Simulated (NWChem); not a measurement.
# C2H2S (ethynethiol): levels of theory compared

We compute a comparison of 4 runs (M06-2X/def2-SVPD, BLYP/def2-SVPD, CAM-B3LYP/def2-SVPD, r2SCAN/def2-SVPD) of C2H2S (ethynethiol). 

The results are computed with NWChem 7.3.0.

**1. The molecule**

C2H2S: 5 atoms, total charge 0, spin state singlet. As SMILES, `C#CS`. The coordinates come from a PBE0-D4/def2-TZVP relaxation.

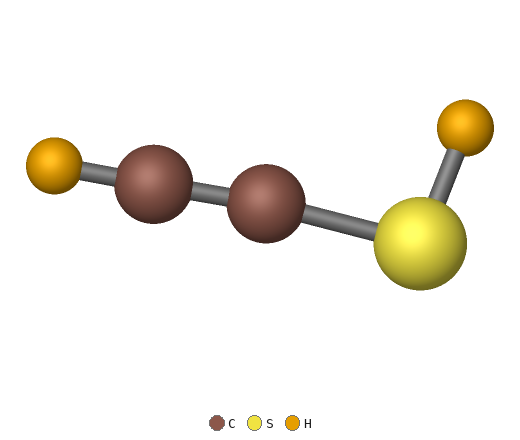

Viewed from a chosen angle; carbon brown, sulfur yellow, hydrogen amber.

**2. Energy and forces at M06-2X/def2-SVPD (run 1)**

mol.nw

```
echo
start mol
memory total 2200 mb

geometry units angstrom noautosym nocenter noautoz
  C     -1.196800    -0.342000     0.001900
  C      0.000700    -0.223700     0.026100
  S      1.678900    -0.197600     0.083400
  H     -2.256800    -0.433400    -0.021800
  H      1.823900     1.123100    -0.131000
end

basis spherical bse
  C library def2-SVPD
  S library def2-SVPD
  H library def2-SVPD
end

dft
  xc m06-2x
  grid xfine
  convergence energy 1e-08
  maxiter 100
  mulliken
  print low
end

task dft gradient
```

On the command line:

```
nwchem mol.nw > mol.out
```

The log of the run:

```text
[...]
 d= 0,ls=0.0,diis     1   -475.2585949092 -5.54D+02  2.76D-02  2.55D-01     4.2
[...]
 d= 0,ls=0.0,diis     9   -475.2957188703 -8.57D-09  1.66D-06  8.13D-09    37.1
         Total DFT energy =     -475.295718870317
      One electron energy =     -809.198568598444
           Coulomb energy =      292.037023293679
    Exchange-Corr. energy =      -37.133560863585
 Nuclear repulsion energy =       78.999387298033
[...]
      Total Density - Mulliken Population Analysis
     ---------------------------------------------
    Atom       Charge   Shell Charges
 -----------   ------   -------------------------------------------------------
    1 C    6     6.95   1.99  0.91  1.73  0.07  2.03  0.24  0.02 -0.04
    2 C    6     4.79   1.99  0.94 -0.38 -0.43  2.05  0.57  0.03  0.03
    3 S   16    16.44   2.00  1.98  1.24  0.58  0.04  5.93  1.81  2.52  0.16  0.09  0.07
    4 H    1     1.07   0.75  0.31  0.03 -0.01
    5 H    1     0.74   0.71 -0.01  0.03  0.02
[...]
                         DFT ENERGY GRADIENTS
    atom               coordinates                        gradient
                 x          y          z           x          y          z
   1 C      -2.261624  -0.646286   0.003590    0.008526   0.000238   0.000277
   2 C       0.001323  -0.422732   0.049322   -0.002316  -0.000366  -0.000029
   3 S       3.172661  -0.373410   0.157603   -0.012264   0.001167  -0.000643
   4 H      -4.264734  -0.819007  -0.041196    0.006440   0.000729   0.000114
   5 H       3.446671   2.122351  -0.247554   -0.000386  -0.001767   0.000280
 Task  times  cpu:       52.2s     wall:       52.2s
 Total times  cpu:       52.2s     wall:       52.2s
```

Run time: 53 s. Hardware: 1 thread of Intel Xeon Platinum 8259CL at 2.50GHz (Skylake/Cascade Lake), shared host; peak memory 0.13 GiB.

**3. Energy and gradient at BLYP/def2-SVPD (run 2)**

c2h2s.nw

```
echo
start c2h2s
memory total 2200 mb
charge 0

geometry units angstroms noautosym nocenter noautoz
  C     -1.196800    -0.342000     0.001900
  C      0.000700    -0.223700     0.026100
  S      1.678900    -0.197600     0.083400
  H     -2.256800    -0.433400    -0.021800
  H      1.823900     1.123100    -0.131000
end

basis spherical bse
  C library def2-SVPD
  S library def2-SVPD
  H library def2-SVPD
end

dft
  xc becke88 lyp
  grid xfine
  convergence energy 1e-08
  maxiter 100
  mulliken
end

task dft gradient
```

On the command line:

```
nwchem c2h2s.nw > c2h2s.out
```

The log of the run:

```text
[...]
          Wavefunction type:  closed shell.
          No. of atoms     :     5
          No. of electrons :    30
[...]
          Charge           :     0
          Spin multiplicity:     1
[...]
          AO basis - number of functions:    83
[...]
              XC Information
              --------------
                    Becke 1988 Exchange Functional  1.000
              Lee-Yang-Parr Correlation Functional  1.000
[...]
 d= 0,ls=0.0,diis     1   -475.2683587257 -5.54D+02  3.46D-02  4.35D-01     3.5
[...]
 d= 0,ls=0.0,diis    11   -475.3170615687 -7.12D-09  6.99D-07  2.63D-09    30.6
         Total DFT energy =     -475.317061568680
      One electron energy =     -809.192552374624
           Coulomb energy =      292.016617772396
    Exchange-Corr. energy =      -37.140514264485
 Nuclear repulsion energy =       78.999387298033
[...]
      Total Density - Mulliken Population Analysis
     ---------------------------------------------
    Atom       Charge   Shell Charges
 -----------   ------   -------------------------------------------------------
    1 C    6     6.82   1.98  0.95  1.77  0.05  2.07 -0.00  0.02 -0.03
    2 C    6     4.70   1.98  0.98 -0.35 -0.48  2.10  0.35  0.03  0.08
    3 S   16    16.37   2.00  1.98  1.32  0.45  0.06  5.92  1.86  2.43  0.18  0.09  0.10
    4 H    1     1.29   0.76  0.48  0.03  0.03
    5 H    1     0.82   0.73  0.01  0.03  0.06
[...]
  wavefunction    = closed shell
                         DFT ENERGY GRADIENTS
    atom               coordinates                        gradient
                 x          y          z           x          y          z
   1 C      -2.261624  -0.646286   0.003590    0.035944   0.003573   0.000725
   2 C       0.001323  -0.422732   0.049322   -0.028072  -0.003238  -0.000493
   3 S       3.172661  -0.373410   0.157603   -0.015066   0.009389  -0.002114
   4 H      -4.264734  -0.819007  -0.041196    0.009899   0.001008   0.000195
   5 H       3.446671   2.122351  -0.247554   -0.002705  -0.010733   0.001686
[...]
```

Run time: 38 s. Hardware: 1 thread of Intel Xeon Platinum 8259CL at 2.50GHz (Skylake/Cascade Lake), shared host; peak memory 0.13 GiB.

Run 3 isn't shown in full; the table further down has it.

**4. Energy and gradient at r2SCAN/def2-SVPD (run 4)**

calc.nw

```
start calc
title "C2H2S gradient"
memory stack 880 mb heap 220 mb global 1100 mb

geometry units atomic noautosym nocenter noautoz
  C   -2.26162423  -0.64628633   0.00359048
  C    0.00132281  -0.42273173   0.04932185
  S    3.17266119  -0.37340988   0.15760316
  H   -4.26473392  -0.81900730  -0.04119603
  H    3.44667148   2.12235141  -0.24755412
end

basis spherical bse
  * library def2-SVPD
end

dft
  xc r2scan
  mult 1
  grid xfine
  convergence energy 1e-08
  iterations 100
  mulliken
  noprint "final vectors analysis"
end

task dft gradient
```

On the command line:

```
nwchem calc.nw > calc.out
```

The log of the run:

```text
[...]
          Wavefunction type:  closed shell.
          No. of atoms     :     5
          No. of electrons :    30
[...]
          Charge           :     0
          Spin multiplicity:     1
[...]
          AO basis - number of functions:    83
[...]
              XC Information
              --------------
                      r^2SCAN Method XC Functional
               r^2SCAN metaGGA Exchange Functional  1.000
                     r^2SCAN Correlation Potential  1.000
[...]
 d= 0,ls=0.0,diis     1   -475.2315496934 -5.54D+02  2.06D-02  3.01D-01     4.6
[...]
 d= 0,ls=0.0,diis    11   -475.2688627995 -9.90D-10  5.09D-07  7.81D-10    36.3
         Total DFT energy =     -475.268862799539
      One electron energy =     -809.154511192185
           Coulomb energy =      291.978989157460
    Exchange-Corr. energy =      -37.092722355791
 Nuclear repulsion energy =       78.999381590978
[...]
      Total Density - Mulliken Population Analysis
     ---------------------------------------------
    Atom       Charge   Shell Charges
 -----------   ------   -------------------------------------------------------
    1 C    6     6.86   1.98  0.92  1.64  0.06  2.03  0.26  0.02 -0.06
    2 C    6     4.82   1.99  0.96 -0.33 -0.45  2.05  0.59  0.04 -0.01
    3 S   16    16.52   2.00  1.98  1.24  0.60  0.04  5.93  1.81  2.58  0.16  0.09  0.07
    4 H    1     1.07   0.74  0.32  0.03 -0.03
    5 H    1     0.73   0.71 -0.03  0.03  0.02
[...]
  wavefunction    = closed shell
                         DFT ENERGY GRADIENTS
    atom               coordinates                        gradient
                 x          y          z           x          y          z
   1 C      -2.261624  -0.646286   0.003590    0.024013   0.002284   0.000503
   2 C       0.001323  -0.422732   0.049322   -0.023861  -0.002304  -0.000496
   3 S       3.172661  -0.373410   0.157603   -0.005221   0.004449  -0.000930
   4 H      -4.264734  -0.819007  -0.041196    0.006417   0.000685   0.000121
   5 H       3.446671   2.122351  -0.247554   -0.001348  -0.005114   0.000802
[...]
```

Run time: 51 s. Hardware: 1 thread of Intel Xeon Platinum 8259CL at 2.50GHz (Skylake/Cascade Lake), shared host; peak memory 0.13 GiB.

**5. Overview of the runs**

| run | level | energy (Eh) | largest force (eV/Å) | wall time |
| --- | --- | --- | --- | --- |
| 1 | M06-2X/def2-SVPD | -475.295719 | 0.634 | 53 s |
| 2 | BLYP/def2-SVPD | -475.317062 | 1.858 | 38 s |
| 3 | CAM-B3LYP/def2-SVPD | -475.309460 | 0.574 | 1.9 min |
| 4 | r2SCAN/def2-SVPD | -475.268863 | 1.241 | 51 s |

**6. Summary of results**

```
                       quantity          value
            run 4: total energy  -475.26886 Eh
           run 4: dipole moment         0.85 D
run 4: largest force on an atom     1.241 eV/Å
```

**Reading.** Over runs 2, 3, 4 the dipole moment (its size) runs from 0.76 D (BLYP/def2-SVPD) to 0.85 D (r2SCAN/def2-SVPD). Totals of different functionals can't be ranked against each other. All runs together took 4.2 min, the longest 1.9 min.
